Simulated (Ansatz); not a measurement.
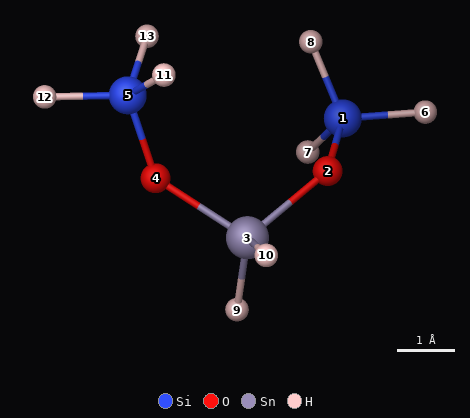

Figure 1. The structure as given in the input (ball-and-stick view, seen at a tilt; atoms are numbered from 1 in the order of the input). Sticks mark near contacts.

Single-point calculation of SnSi₂H₈O₂

System: SnSi₂H₈O₂, SMILES [SiH3][O][SnH2][O][SiH3].
Method: RKS wB97M-V/def2-TZVPP (Ansatz 0.2.0).

The geometry comes from this level: PBE0-D4/def2-TZVP. Figures and captions count atoms from 1; the log counts them from 0 in places.

What the program printed
```
Functional definition: wB97M-V
  name "wB97M-V"
  cite "Mardirossian & Head-Gordon, J. Chem. Phys. 144, 214110 (2016) doi:10.1063/1.4952647"
  cite "Becke, J. Chem. Phys. 107, 8554 (1997) doi:10.1063/1.475007"
  cite "Vydrov & Van Voorhis, J. Chem. Phys. 133, 244103 (2010) doi:10.1063/1.3521275"
  # Of w^i u^j: cxij and so on, Table III.
  parameter omega = 0.3/bohr
  parameter cx = 0.15
  parameter cx01 = 1.007
  parameter cx10 = 0.259
  parameter css00 = 0.443
  parameter css04 = -1.437
  parameter css10 = -4.535
  parameter css20 = -3.390
  parameter css43 = 4.278
  parameter cos00 = 1.000
  parameter cos10 = 1.358
  parameter cos20 = 2.924
  parameter cos21 = -8.812
  parameter cos60 = -1.390
  parameter cos61 = 9.142
  parameter b = 6.0
  parameter c = 0.01
  gx(w, u) = 1 - cx + cx01*u + cx10*w
  gss(w, u) = css00 + css04*u^4 + css10*w + css20*w^2 + css43*w^4*u^3
  gos(w, u) = cos00 + cos10*w + (cos20 + cos21*u)*w^2 + (cos60 + cos61*u)*w^6
  exchange = spin_sum(e_x_unif_sr(omega)*gx(b97_w, b97_u_x)) + cx*exact_x_sr(omega) + exact_x_lr(omega)
  correlation = spin_sum(e_c_pw_mod_same_spin*gss(b97_w, b97_u_same))
      + integral(e_c_pw_mod_opposite_spin*gos(b97_w_opposite, b97_u_opposite)) + vv10(b, c)
1788 factors; their error is unknown
410 factors; integrals over basis functions are off by at most 1.2e-5 eV
mean field evaluation 1: about -25803.3554 eV, gradient 7.2e1 eV
mean field evaluation 2: about -25796.6455 eV, gradient 9.7e1 eV
mean field evaluation 4: about -25811.9503 eV, gradient 1.2e0 eV
mean field evaluation 8: about -25812.0188 eV, gradient 2.7e-1 eV
mean field evaluation 16: about -25812.0189 eV, gradient 6.6e-5 eV
mean field -25812.01890939 eV, -948.5741989052 hartree, gradient 2.2e-5 eV, S^2 0.000000; 0 other end points of the search recorded, 0 dependent functions left out
the calculation of the forces begins
reference -25812.01898244 eV, -948.5742015900 hartree; 37, 37 occupied and 271, 271 virtual orbitals, 1788 factors
Total energy: -25812.01898244 eV, -948.5742015900 hartree
Atom 0 at    -1.248778     1.199088     1.581247 Å, force    -0.168624    -0.025316     0.208098 eV/Å
Atom 1 at    -0.069850     1.562562     0.510129 Å, force     0.030553    -0.004270    -0.029334 eV/Å
Atom 2 at     0.350409     1.078330    -1.330683 Å, force     0.039264     0.121545    -0.149822 eV/Å
Atom 3 at     0.297667    -0.869893    -1.367265 Å, force    -0.020303     0.036092    -0.009836 eV/Å
Atom 4 at     0.969112    -2.080472    -0.499550 Å, force     0.085999    -0.231109     0.107667 eV/Å
Atom 5 at    -1.408973     2.337670     2.522580 Å, force     0.013035    -0.140100    -0.110972 eV/Å
Atom 6 at    -2.547160     0.962953     0.885385 Å, force     0.147226     0.023385     0.066741 eV/Å
Atom 7 at    -0.905868    -0.024844     2.354464 Å, force    -0.041879     0.139251    -0.092112 eV/Å
Atom 8 at    -0.902928     1.589854    -2.351501 Å, force     0.093503    -0.031702     0.074845 eV/Å
Atom 9 at     1.939894     1.607255    -1.592153 Å, force    -0.116594    -0.039734     0.013242 eV/Å
Atom 10 at     2.317879    -1.690415     0.004907 Å, force    -0.150150    -0.031972    -0.055883 eV/Å
Atom 11 at     1.110198    -3.274843    -1.372314 Å, force    -0.012743     0.140762     0.110227 eV/Å
Atom 12 at     0.118697    -2.431844     0.669554 Å, force     0.100713     0.043166    -0.132861 eV/Å
Dipole moment:     0.092052     0.284876    -0.351119 e Å
```

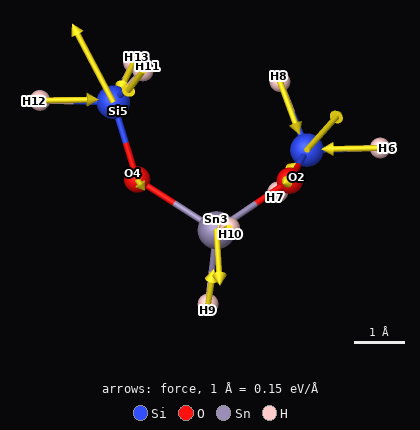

Figure 2. Forces on the atoms as yellow arrows (ball-and-stick view, seen at a tilt; atoms are numbered from 1 in the order of the input). The largest act on Si1, Si5 (0.27 eV/Å); Sn3 (0.20 eV/Å); H6, H12 (0.18 eV/Å); H8, H13 (0.17 eV/Å), among others. The geometry is not a stationary point of this energy.

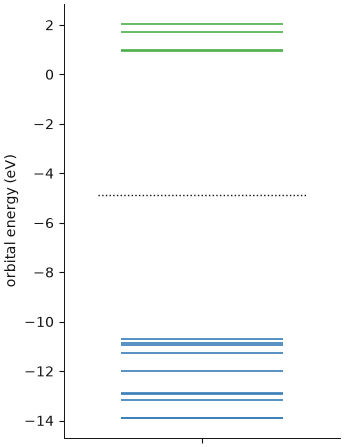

Figure 3. Orbital energies near the frontier; the dotted line parts filled from empty levels, and levels within 0.02 eV of each other stand side by side. Highest filled −10.72 eV, lowest empty 0.93 eV, 11.65 eV apart.

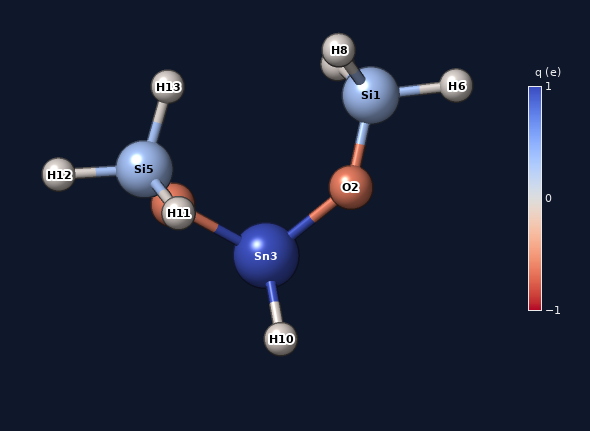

Figure 4. Mulliken charges, as the colour of each atom (ball-and-stick view, seen at a tilt; atoms are numbered from 1 in the order of the input; Mulliken charges depend strongly on the basis). By element: Si +0.33, O −0.61, Sn +0.96 and H −0.06 to −0.04 e.

This output came from the following input.

Input file
```yaml
crystal:
  periodic: [false, false, false]
  atoms:
    - {symbol: Si, position_ang: [-1.248778, 1.199088, 1.581247]}
    - {symbol: O, position_ang: [-0.069850, 1.562562, 0.510129]}
    - {symbol: Sn, position_ang: [0.350409, 1.078330, -1.330683]}
    - {symbol: O, position_ang: [0.297667, -0.869893, -1.367265]}
    - {symbol: Si, position_ang: [0.969112, -2.080472, -0.499550]}
    - {symbol: H, position_ang: [-1.408973, 2.337670, 2.522580]}
    - {symbol: H, position_ang: [-2.547160, 0.962953, 0.885385]}
    - {symbol: H, position_ang: [-0.905868, -0.024844, 2.354464]}
    - {symbol: H, position_ang: [-0.902928, 1.589854, -2.351501]}
    - {symbol: H, position_ang: [1.939894, 1.607255, -1.592153]}
    - {symbol: H, position_ang: [2.317879, -1.690415, 0.004907]}
    - {symbol: H, position_ang: [1.110198, -3.274843, -1.372314]}
    - {symbol: H, position_ang: [0.118697, -2.431844, 0.669554]}
basis:
  gaussian: {orbitals: def2-TZVPP}
hamiltonian: {xc: {name: wB97M-V}}
output: {forces: true, orbitals: {seedname: orbitals}}
```

Run as:
```bash
ansatz run in.yaml --threads 4 --pin off --events-out ev --progress --plain --max-ram 11315MiB
```

Results in brief

- outcome: converged
- total energy: −25812.0190 eV
- SCF solution under orbital rotations: stable
- HOMO: −10.72 eV
- LUMO: 0.93 eV
- largest force (length of the vector): 0.269 eV/Å
- dipole moment: 2.22 D
- hardware: 4 threads of Arm Neoverse V2, 23 GiB of memory available, shared host
- wall time: 17 s (CPU time 63 s)
- peak memory: 1.5 GiB
